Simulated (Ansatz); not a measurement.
**SiClO (quartet): wB97M-V, B2PLYP over vertical spin and charge gaps, def2-QZVPP**

Aim: run SiClO (quartet) with these functionals over vertical spin and charge gaps, and hold them against the top wave-function level at the same points.

Computed with Ansatz 0.2.0, Gaussian basis. Level: def2-QZVPP, all electrons in the functionals, frozen cores in the correlation of double hybrids and RPA.

To be run: wB97M-V, B2PLYP, at charge 0, quartet; charge 0, doublet; charge 0, sextet; charge 1, triplet; charge 1, quintet.

5 further runs of the same task are left out: 1 that didn't finish, 4 set aside as unsound or not needed. Runs told in other sessions of the task aren't counted.

### 1 The geometry

The geometry is a PBE0/def2-TZVP stationary point (not a proven minimum).

3 atoms, charge 0, spin multiplicity 4.

Atoms are counted from 1 here; the program's logs count them from 0.

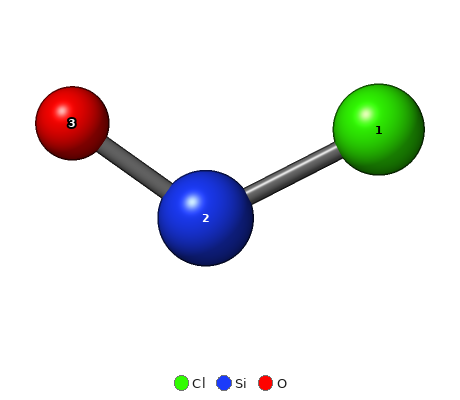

The structure; chlorine green, silicon blue, oxygen red; atoms are numbered from 1 in the order of the file.

No dispersion term is added; wB97M-V holds VV10 nonlocal correlation.

The geometry shown and the zero of energy belong to the point charge 0, quartet. The yardstick, UCCSD(T), and other wave-function levels (R restricted, U unrestricted, valence and pair active spaces) come from earlier runs.

### 2 wB97M-V, charge 0, quartet

Input file in.yaml:

```yaml
crystal:
  periodic: [false, false, false]
  atoms:
    - {symbol: Cl, position_ang: [0.000000, -0.182593, 1.317915]}
    - {symbol: Si, position_ang: [0.000000, 0.559430, -0.589798]}
    - {symbol: O, position_ang: [0.000000, -0.577421, -1.885025]}
basis:
  gaussian: {orbitals: "def2-QZVPP.json"}
magnetization: {spin_polarized: true, initial_magnetization: 3}
hamiltonian: {xc: {name: wB97M-V}}
output: {orbitals: {seedname: orbitals}}
```

Command:

```bash
> ansatz run in.yaml --threads 1 --pin off --events-out ev --progress --plain --max-ram 2393MiB
```

The program printed, shortened:

```text
Functional definition: wB97M-V
  name "wB97M-V"
  cite "Mardirossian & Head-Gordon, J. Chem. Phys. 144, 214110 (2016) doi:10.1063/1.4952647"
  cite "Becke, J. Chem. Phys. 107, 8554 (1997) doi:10.1063/1.475007"
  cite "Vydrov & Van Voorhis, J. Chem. Phys. 133, 244103 (2010) doi:10.1063/1.3521275"
  # Of w^i u^j: cxij and so on, Table III.
[...]
  gx(w, u) = 1 - cx + cx01*u + cx10*w
  gss(w, u) = css00 + css04*u^4 + css10*w + css20*w^2 + css43*w^4*u^3
  gos(w, u) = cos00 + cos10*w + (cos20 + cos21*u)*w^2 + (cos60 + cos61*u)*w^6
[...]
      + integral(e_c_pw_mod_opposite_spin*gos(b97_w_opposite, b97_u_opposite)) + vv10(b, c)
881 factors; their error is unknown
149 factors; integrals over basis functions are off by at most 3.6e-5 eV
[...]
mean field -22444.16389872 eV, -824.8078100771 hartree, gradient 8.2e-6 eV, S^2 3.755641; 2 other end points of the search recorded, 0 dependent functions left out
reference -22444.16393873 eV, -824.8078115476 hartree; 21, 18 occupied and 176, 179 virtual orbitals, 881 factors
Total energy: -22444.16393873 eV, -824.8078115476 hartree
```

It took 2.3 min on 1 thread of Arm Neoverse V2, shared host; peak memory 0.79 GiB.

From the report: ⟨S²⟩ of the determinant 3.756 (pure quartet: 3.75).

### 3 wB97M-V, charge 0, doublet

Changes to in.yaml since step 2:

```diff
@@ -8,3 +8,3 @@
   gaussian: {orbitals: "def2-QZVPP.json"}
-magnetization: {spin_polarized: true, initial_magnetization: 3}
+magnetization: {spin_polarized: true, initial_magnetization: 1}
 hamiltonian: {xc: {name: wB97M-V}}
```

The command is unchanged.

The program printed, shortened:

```text
Functional definition: wB97M-V
  name "wB97M-V"
  cite "Mardirossian & Head-Gordon, J. Chem. Phys. 144, 214110 (2016) doi:10.1063/1.4952647"
  cite "Becke, J. Chem. Phys. 107, 8554 (1997) doi:10.1063/1.475007"
  cite "Vydrov & Van Voorhis, J. Chem. Phys. 133, 244103 (2010) doi:10.1063/1.3521275"
  # Of w^i u^j: cxij and so on, Table III.
[...]
  gx(w, u) = 1 - cx + cx01*u + cx10*w
  gss(w, u) = css00 + css04*u^4 + css10*w + css20*w^2 + css43*w^4*u^3
  gos(w, u) = cos00 + cos10*w + (cos20 + cos21*u)*w^2 + (cos60 + cos61*u)*w^6
[...]
      + integral(e_c_pw_mod_opposite_spin*gos(b97_w_opposite, b97_u_opposite)) + vv10(b, c)
881 factors; their error is unknown
149 factors; integrals over basis functions are off by at most 3.6e-5 eV
[...]
mean field -22447.52209298 eV, -824.9312214399 hartree, gradient 4.2e-5 eV, S^2 0.763288; 3 other end points of the search recorded, 0 dependent functions left out
reference -22447.52213297 eV, -824.9312229095 hartree; 20, 19 occupied and 177, 178 virtual orbitals, 881 factors
Total energy: -22447.52213297 eV, -824.9312229095 hartree
```

Wall time 51 s (1 thread of Arm Neoverse V2, shared host); peak memory 0.75 GiB.

From the report: ⟨S²⟩ of the determinant 0.763 (pure doublet: 0.75).

From charge 0, quartet: -77.4 kcal/mol.

### 4 wB97M-V, charge 0, sextet

Changes to in.yaml since step 3:

```diff
@@ -8,3 +8,3 @@
   gaussian: {orbitals: "def2-QZVPP.json"}
-magnetization: {spin_polarized: true, initial_magnetization: 1}
+magnetization: {spin_polarized: true, initial_magnetization: 5}
 hamiltonian: {xc: {name: wB97M-V}}
```

Launched as before.

The program printed, shortened:

```text
Functional definition: wB97M-V
  name "wB97M-V"
  cite "Mardirossian & Head-Gordon, J. Chem. Phys. 144, 214110 (2016) doi:10.1063/1.4952647"
  cite "Becke, J. Chem. Phys. 107, 8554 (1997) doi:10.1063/1.475007"
  cite "Vydrov & Van Voorhis, J. Chem. Phys. 133, 244103 (2010) doi:10.1063/1.3521275"
  # Of w^i u^j: cxij and so on, Table III.
[...]
  gx(w, u) = 1 - cx + cx01*u + cx10*w
  gss(w, u) = css00 + css04*u^4 + css10*w + css20*w^2 + css43*w^4*u^3
  gos(w, u) = cos00 + cos10*w + (cos20 + cos21*u)*w^2 + (cos60 + cos61*u)*w^6
[...]
      + integral(e_c_pw_mod_opposite_spin*gos(b97_w_opposite, b97_u_opposite)) + vv10(b, c)
881 factors; their error is unknown
149 factors; integrals over basis functions are off by at most 3.6e-5 eV
[...]
mean field -22436.37566917 eV, -824.5215979202 hartree, gradient 8.0e-6 eV, S^2 8.762015; 6 other end points of the search recorded, 0 dependent functions left out
reference -22436.37570738 eV, -824.5215993247 hartree; 22, 17 occupied and 175, 180 virtual orbitals, 881 factors
Total energy: -22436.37570738 eV, -824.5215993247 hartree
```

Wall time 66 s (1 thread of Arm Neoverse V2, shared host); peak memory 0.76 GiB.

From the report: ⟨S²⟩ of the determinant 8.762 (pure sextet: 8.75).

From charge 0, quartet: +179.6 kcal/mol.

### 5 wB97M-V, charge 1, triplet

Changes to in.yaml since step 4:

```diff
@@ -8,3 +8,4 @@
   gaussian: {orbitals: "def2-QZVPP.json"}
-magnetization: {spin_polarized: true, initial_magnetization: 5}
+total_charge: 1
+magnetization: {spin_polarized: true, initial_magnetization: 2}
 hamiltonian: {xc: {name: wB97M-V}}
```

Launched as before.

The program printed, shortened:

```text
Functional definition: wB97M-V
  name "wB97M-V"
  cite "Mardirossian & Head-Gordon, J. Chem. Phys. 144, 214110 (2016) doi:10.1063/1.4952647"
  cite "Becke, J. Chem. Phys. 107, 8554 (1997) doi:10.1063/1.475007"
  cite "Vydrov & Van Voorhis, J. Chem. Phys. 133, 244103 (2010) doi:10.1063/1.3521275"
  # Of w^i u^j: cxij and so on, Table III.
[...]
  gx(w, u) = 1 - cx + cx01*u + cx10*w
  gss(w, u) = css00 + css04*u^4 + css10*w + css20*w^2 + css43*w^4*u^3
  gos(w, u) = cos00 + cos10*w + (cos20 + cos21*u)*w^2 + (cos60 + cos61*u)*w^6
[...]
      + integral(e_c_pw_mod_opposite_spin*gos(b97_w_opposite, b97_u_opposite)) + vv10(b, c)
881 factors; their error is unknown
149 factors; integrals over basis functions are off by at most 3.6e-5 eV
[...]
mean field -22437.02059636 eV, -824.5452985576 hartree, gradient 6.0e-6 eV, S^2 2.008718; 1 other end points of the search recorded, 0 dependent functions left out
reference -22437.02063676 eV, -824.5453000422 hartree; 20, 18 occupied and 177, 179 virtual orbitals, 881 factors
Total energy: -22437.02063676 eV, -824.5453000422 hartree
```

It took 51 s on 1 thread of Arm Neoverse V2, shared host; peak memory 0.75 GiB.

From the report: ⟨S²⟩ of the determinant 2.009 (pure triplet: 2.00).

From charge 0, quartet: +164.7 kcal/mol.

### 6 wB97M-V, charge 1, quintet

Changes to in.yaml since step 5:

```diff
@@ -9,3 +9,3 @@
 total_charge: 1
-magnetization: {spin_polarized: true, initial_magnetization: 2}
+magnetization: {spin_polarized: true, initial_magnetization: 4}
 hamiltonian: {xc: {name: wB97M-V}}
```

Same command.

The program printed, shortened:

```text
Functional definition: wB97M-V
  name "wB97M-V"
  cite "Mardirossian & Head-Gordon, J. Chem. Phys. 144, 214110 (2016) doi:10.1063/1.4952647"
  cite "Becke, J. Chem. Phys. 107, 8554 (1997) doi:10.1063/1.475007"
  cite "Vydrov & Van Voorhis, J. Chem. Phys. 133, 244103 (2010) doi:10.1063/1.3521275"
  # Of w^i u^j: cxij and so on, Table III.
[...]
  gx(w, u) = 1 - cx + cx01*u + cx10*w
  gss(w, u) = css00 + css04*u^4 + css10*w + css20*w^2 + css43*w^4*u^3
  gos(w, u) = cos00 + cos10*w + (cos20 + cos21*u)*w^2 + (cos60 + cos61*u)*w^6
[...]
      + integral(e_c_pw_mod_opposite_spin*gos(b97_w_opposite, b97_u_opposite)) + vv10(b, c)
881 factors; their error is unknown
149 factors; integrals over basis functions are off by at most 3.6e-5 eV
[...]
mean field -22431.74080730 eV, -824.3512698883 hartree, gradient 5.8e-6 eV, S^2 6.019496; 4 other end points of the search recorded, 0 dependent functions left out
reference -22431.74085073 eV, -824.3512714843 hartree; 21, 17 occupied and 176, 180 virtual orbitals, 881 factors
Total energy: -22431.74085073 eV, -824.3512714843 hartree
```

Wall time 64 s (1 thread of Arm Neoverse V2, shared host); peak memory 0.75 GiB.

From the report: ⟨S²⟩ of the determinant 6.019 (pure quintet: 6.00).

From charge 0, quartet: +286.5 kcal/mol.

### 7 B2PLYP, charge 0, quartet

Input file in.yaml:

```yaml
crystal:
  periodic: [false, false, false]
  atoms:
    - {symbol: Cl, position_ang: [0.000000, -0.182593, 1.317915]}
    - {symbol: Si, position_ang: [0.000000, 0.559430, -0.589798]}
    - {symbol: O, position_ang: [0.000000, -0.577421, -1.885025]}
basis:
  gaussian: {orbitals: "def2-QZVPP.json"}
magnetization: {spin_polarized: true, initial_magnetization: 3}
hamiltonian: {xc: {name: B2PLYP}}
correlation: {electrons: outside_noble_gas}
```

Launched as before.

The program printed, shortened:

```text
Functional definition: B2PLYP
  name "B2PLYP"
  cite "Grimme, J. Chem. Phys. 124, 034108 (2006) doi:10.1063/1.2148954"
  cite "Becke, Phys. Rev. A 38, 3098 (1988) doi:10.1103/PhysRevA.38.3098"
  cite "Lee, Yang & Parr, Phys. Rev. B 37, 785 (1988) doi:10.1103/PhysRevB.37.785"
[...]
1193 factors; integrals over basis functions are off by at most 1.1e-3 eV
[...]
mean field -22433.92580674 eV, -824.4315671367 hartree, gradient 1.1e-6 eV, S^2 3.760708; 5 other end points of the search recorded, 0 dependent functions left out
11 core orbitals not correlated: weight in the atoms' cores, before any rotation towards them, 1.000 or more for the frozen orbitals, at most 0.000 for the correlated occupied ones
reference -22433.92594123 eV, -824.4315720791 hartree; 10, 7 occupied and 176, 179 virtual orbitals, 1193 factors
second order -15.97343611 eV of doubles, -0.00000000 eV of singles
Total energy: -22438.23876898 eV, -824.5900655756 hartree
```

It took 46 s on 1 thread of Arm Neoverse V2, shared host; peak memory 0.61 GiB.

From the report: ⟨S²⟩ of the determinant 3.761 (pure quartet: 3.75).

### 8 B2PLYP, charge 0, doublet

Changes to in.yaml since step 7:

```diff
@@ -8,3 +8,3 @@
   gaussian: {orbitals: "def2-QZVPP.json"}
-magnetization: {spin_polarized: true, initial_magnetization: 3}
+magnetization: {spin_polarized: true, initial_magnetization: 1}
 hamiltonian: {xc: {name: B2PLYP}}
```

The command is unchanged.

The program printed, shortened:

```text
Functional definition: B2PLYP
  name "B2PLYP"
  cite "Grimme, J. Chem. Phys. 124, 034108 (2006) doi:10.1063/1.2148954"
  cite "Becke, Phys. Rev. A 38, 3098 (1988) doi:10.1103/PhysRevA.38.3098"
  cite "Lee, Yang & Parr, Phys. Rev. B 37, 785 (1988) doi:10.1103/PhysRevB.37.785"
[...]
1193 factors; integrals over basis functions are off by at most 1.1e-3 eV
[...]
mean field -22436.48699068 eV, -824.5256889104 hartree, gradient 2.3e-6 eV, S^2 0.782116; 6 other end points of the search recorded, 0 dependent functions left out
11 core orbitals not correlated: weight in the atoms' cores, before any rotation towards them, 1.000 or more for the frozen orbitals, at most 0.000 for the correlated occupied ones
reference -22436.48712425 eV, -824.5256938191 hartree; 9, 8 occupied and 177, 178 virtual orbitals, 1193 factors
second order -18.33428589 eV of doubles, -0.00000000 eV of singles
Total energy: -22441.43738144 eV, -824.7076124154 hartree
```

It took 33 s on 1 thread of Arm Neoverse V2, shared host; peak memory 0.61 GiB.

From the report: ⟨S²⟩ of the determinant 0.782 (pure doublet: 0.75).

From charge 0, quartet: -73.8 kcal/mol.

### 9 B2PLYP, charge 0, sextet

Changes to in.yaml since step 8:

```diff
@@ -8,3 +8,3 @@
   gaussian: {orbitals: "def2-QZVPP.json"}
-magnetization: {spin_polarized: true, initial_magnetization: 1}
+magnetization: {spin_polarized: true, initial_magnetization: 5}
 hamiltonian: {xc: {name: B2PLYP}}
```

Launched as before.

The program printed, shortened:

```text
Functional definition: B2PLYP
  name "B2PLYP"
  cite "Grimme, J. Chem. Phys. 124, 034108 (2006) doi:10.1063/1.2148954"
  cite "Becke, Phys. Rev. A 38, 3098 (1988) doi:10.1103/PhysRevA.38.3098"
  cite "Lee, Yang & Parr, Phys. Rev. B 37, 785 (1988) doi:10.1103/PhysRevB.37.785"
[...]
1193 factors; integrals over basis functions are off by at most 1.1e-3 eV
[...]
mean field -22426.47209219 eV, -824.1576481792 hartree, gradient 8.4e-6 eV, S^2 8.763900; 8 other end points of the search recorded, 0 dependent functions left out
11 core orbitals not correlated: weight in the atoms' cores, before any rotation towards them, 1.000 or more for the frozen orbitals, at most 0.000 for the correlated occupied ones
reference -22426.47222120 eV, -824.1576529202 hartree; 11, 6 occupied and 175, 180 virtual orbitals, 1193 factors
second order -14.89990941 eV of doubles, -0.00000000 eV of singles
Total energy: -22430.49519674 eV, -824.3054945445 hartree
```

Wall time 39 s (1 thread of Arm Neoverse V2, shared host); peak memory 0.64 GiB.

From the report: ⟨S²⟩ of the determinant 8.764 (pure sextet: 8.75).

From charge 0, quartet: +178.6 kcal/mol.

### 10 B2PLYP, charge 1, triplet

Changes to in.yaml since step 9:

```diff
@@ -8,3 +8,4 @@
   gaussian: {orbitals: "def2-QZVPP.json"}
-magnetization: {spin_polarized: true, initial_magnetization: 5}
+total_charge: 1
+magnetization: {spin_polarized: true, initial_magnetization: 2}
 hamiltonian: {xc: {name: B2PLYP}}
```

Same command.

The program printed, shortened:

```text
Functional definition: B2PLYP
  name "B2PLYP"
  cite "Grimme, J. Chem. Phys. 124, 034108 (2006) doi:10.1063/1.2148954"
  cite "Becke, Phys. Rev. A 38, 3098 (1988) doi:10.1103/PhysRevA.38.3098"
  cite "Lee, Yang & Parr, Phys. Rev. B 37, 785 (1988) doi:10.1103/PhysRevB.37.785"
[...]
1193 factors; integrals over basis functions are off by at most 1.1e-3 eV
[...]
mean field -22426.59738963 eV, -824.1622527753 hartree, gradient 4.9e-6 eV, S^2 2.015730; 4 other end points of the search recorded, 0 dependent functions left out
11 core orbitals not correlated: weight in the atoms' cores, before any rotation towards them, 1.000 or more for the frozen orbitals, at most 0.000 for the correlated occupied ones
reference -22426.59752099 eV, -824.1622576026 hartree; 9, 7 occupied and 177, 179 virtual orbitals, 1193 factors
second order -16.14054913 eV of doubles, -0.00000000 eV of singles
Total energy: -22430.95546926 eV, -824.3224092474 hartree
```

Wall time 35 s (1 thread of Arm Neoverse V2, shared host); peak memory 0.6 GiB.

From the report: ⟨S²⟩ of the determinant 2.016 (pure triplet: 2.00).

From charge 0, quartet: +168.0 kcal/mol.

### 11 B2PLYP, charge 1, quintet

Changes to in.yaml since step 10:

```diff
@@ -9,3 +9,3 @@
 total_charge: 1
-magnetization: {spin_polarized: true, initial_magnetization: 2}
+magnetization: {spin_polarized: true, initial_magnetization: 4}
 hamiltonian: {xc: {name: B2PLYP}}
```

Launched as before.

The program printed, shortened:

```text
Functional definition: B2PLYP
  name "B2PLYP"
  cite "Grimme, J. Chem. Phys. 124, 034108 (2006) doi:10.1063/1.2148954"
  cite "Becke, Phys. Rev. A 38, 3098 (1988) doi:10.1103/PhysRevA.38.3098"
  cite "Lee, Yang & Parr, Phys. Rev. B 37, 785 (1988) doi:10.1103/PhysRevB.37.785"
[...]
1193 factors; integrals over basis functions are off by at most 1.1e-3 eV
[...]
mean field -22421.87173427 eV, -823.9885881440 hartree, gradient 6.0e-6 eV, S^2 6.020769; 6 other end points of the search recorded, 0 dependent functions left out
11 core orbitals not correlated: weight in the atoms' cores, before any rotation towards them, 1.000 or more for the frozen orbitals, at most 0.000 for the correlated occupied ones
reference -22421.87186961 eV, -823.9885931174 hartree; 10, 6 occupied and 176, 180 virtual orbitals, 1193 factors
second order -14.62253113 eV of doubles, -0.00000000 eV of singles
Total energy: -22425.81995301 eV, -824.1336825065 hartree
```

It took 37 s on 1 thread of Arm Neoverse V2, shared host; peak memory 0.64 GiB.

From the report: ⟨S²⟩ of the determinant 6.021 (pure quintet: 6.00).

From charge 0, quartet: +286.4 kcal/mol.

### 12 Against the wave-function levels

No level is safe as a reference over these points; UCCSD(T) serves as a yardstick only. It comes from earlier runs at the same points. Energies in kcal/mol, counted from charge 0, quartet; blanks weren't run or aren't comparable.

```
   level  quartet to doublet  quartet to sextet  ionisation to the triplet cation  ionisation to the quintet cation
UCCSD(T)               -74.1              175.0                                                                    
 wB97M-V               -77.4              179.6                             164.7                             286.5
  B2PLYP               -73.8              178.6                             168.0                             286.4
```

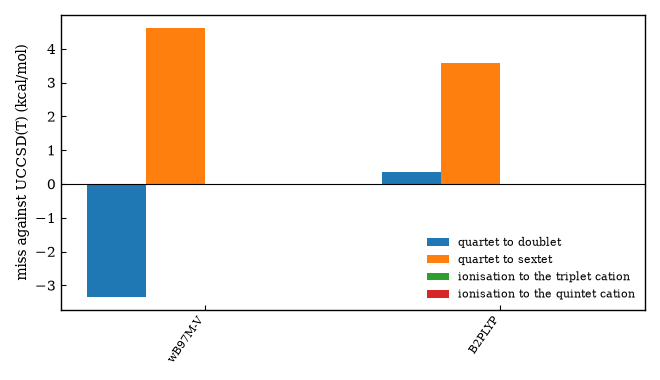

Misses of the gaps against UCCSD(T).

Largest miss and mean time a point (UCCSD(T) took 7.3 min a point; shared hosts):

| level | largest miss (kcal/mol) | where | time a point |
| --- | --- | --- | --- |
| wB97M-V | +4.6 | quartet to sextet | 73 s |
| B2PLYP | +3.6 | quartet to sextet | 38 s |

### 13 Summary of results

```
                    quantity                              value
quartet to doublet, UCCSD(T)                     -74.1 kcal/mol
 quartet to sextet, UCCSD(T)                     175.0 kcal/mol
       largest miss, wB97M-V  +4.6 kcal/mol (quartet to sextet)
        largest miss, B2PLYP  +3.6 kcal/mol (quartet to sextet)
```

**Reading.** Misses are known at 2 of 4 points at best, and only functionals with that many are ranked. Of the functionals, B2PLYP keep the smallest largest miss at the points compared (at most 3.6 kcal/mol) and wB97M-V strays most (4.6 kcal/mol, at quartet to sextet). Functionals and the yardstick converge differently with the basis, so part of each miss in def2-QZVPP is the basis. The yardstick itself may be off where one determinant is a poor start. The program flags that the yardstick's amplitudes may have other solutions at some points.
